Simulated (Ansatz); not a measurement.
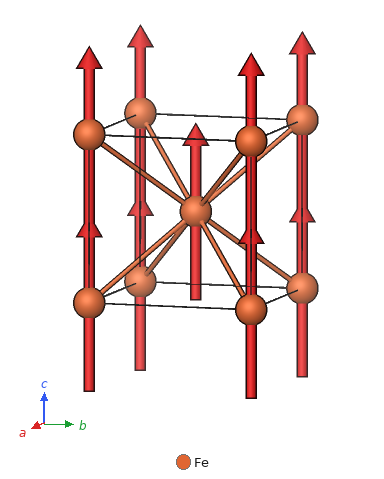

Shown here is a ball-and-stick view of the crystal, taken slightly off an axis. The lines enclose the cell (the run's own, in a reduced setting); boundary atoms appear with their images. Arrows are the site magnetic moments above 0.25 μB; longer means larger, and red and blue are up and down (without spin-orbit coupling the axis itself is arbitrary).

This is the state reached for Fe. Electronic-structure method: DFT PBEsol, scalar-relativistic, plane waves, PAW in Ansatz 0.2.0. Parameters: plane waves up to 600 eV, k-points about 0.23 Å⁻¹ apart, Gaussian smearing of 0.05 eV, collinear spins.

### What is the magnetic arrangement?

Ferromagnetic (within this cell). Site moments: 2 Fe +2.1 μB. The net spin moment of the whole cell is 4.2 μB.

It goes back to the standard structure of this element. Earlier steps of the study may have refined or changed the cell and positions. It went into a calculation with Ansatz.
